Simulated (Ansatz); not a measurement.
**Loss of H2: C5H10S → C5H8S + H2**

Species: C5H10S (thiane) `C1CCSCC1`, singlet; C5H8S `C=CCSC=C`, singlet; H2 (hydrogen), singlet. 

Shapes, held fixed at every level: PBE0-D4/def2-TZVP. Flexible molecules stand in one conformer, not always the lowest. Programs: Ansatz 0.2.0. Electronic energies: no zero-point or thermal term.

```
               level                   kind  ΔE (kJ/mol)  less CCSD(T)/CBS estimate
   PBE-D4/def2-TZVPP                    GGA       +239.6                       -4.1
r2SCAN-D4/def2-TZVPP               meta-GGA       +244.6                       +0.9
 B3LYP-D4/def2-TZVPP          global hybrid       +222.6                      -21.1
  PBE0-D4/def2-TZVPP          global hybrid       +268.9                      +25.2
   B2PLYP/def2-TZVPP          double hybrid       +227.3                      -16.4
     CCSD/def2-TZVPP  coupled cluster or CI       +250.2                       +6.5
CCSD(T)/CBS estimate  coupled cluster or CI       +243.7                        0.0
```

The highest level, CCSD(T)/CBS estimate, gives ΔE = +243.7 kJ/mol; the levels span +222.6 to +268.9. The column of differences is taken from that level and isn't an error. No measured value is set beside it here. The CBS estimate extrapolates MP2 from def2-TZVPP and def2-QZVPP and adds CCSD(T) − MP2 in the triple-zeta set, cores frozen; for H2 it overshoots the exact energy by about 1 mEh.

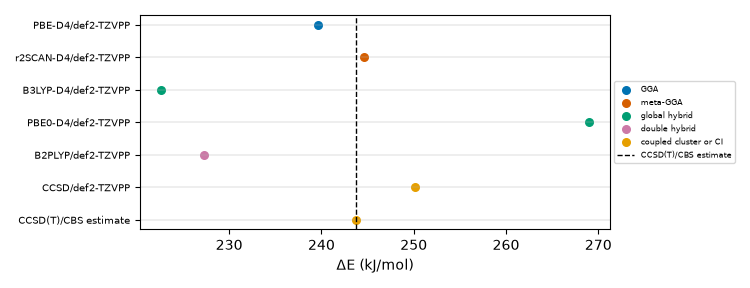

The values of the table, level by level.
